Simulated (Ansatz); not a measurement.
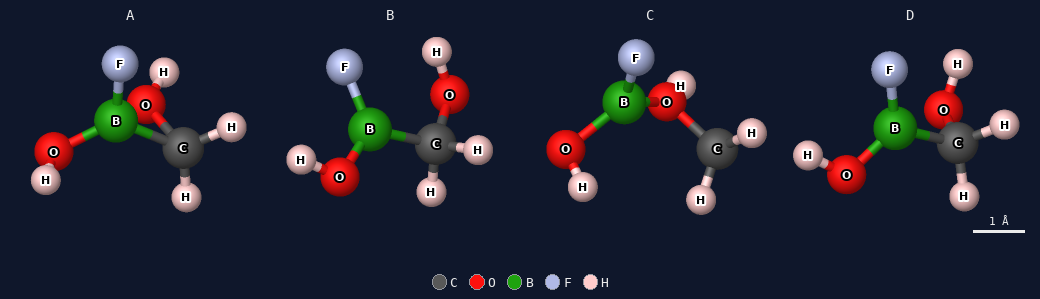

4 geometries from one relaxation of CH4BFO2, in shuffled order. A ball-and-stick model, seen from a free direction.

The run prepares an end point of a later path (hydrogen shift) calculation, from a guessed geometry.

Computed with RKS r2SCANh-D4/6-31G* (Ansatz). Set-up: no spin polarisation; force threshold 0.02 eV/Å; at most 50 steps.

Order the frames from highest to lowest energy.

C, A, D, B. They are steps 0, 7, 14, 29, at +4.955 eV, +1.191 eV, +0.148 eV relative to the last. Over 28 accepted moves (29 points after the start) the energy falls by 4.955 eV. Largest force component: 4.9 eV/Å at the start, 0.02 eV/Å at the end. The line search rejected the trial step at point 25 of the run. The F atom moves most after the best rigid fit: 1.28 Å. By element the largest moves are F 1.28 Å, O 1.08 Å, H 1.00 Å, B 0.55 Å, C 0.47 Å. Among the contacts that change: B–O 1.441 → 2.505 Å, B–C 2.276 → 1.572 Å, B–O 1.506 → 1.351 Å, B–F 1.448 → 1.345 Å. New bonds form, among them: B–C (2.28 → 1.57 Å). Bonds break, among them: B–O (1.44 → 2.51 Å). Among the angles between lasting bonds that change: O–C–H 115.9° → 107.1°, C–O–H 99.5° → 107.0°, B–O–H 105.7° → 111.8°. Groups turn about B–O by about 90°.
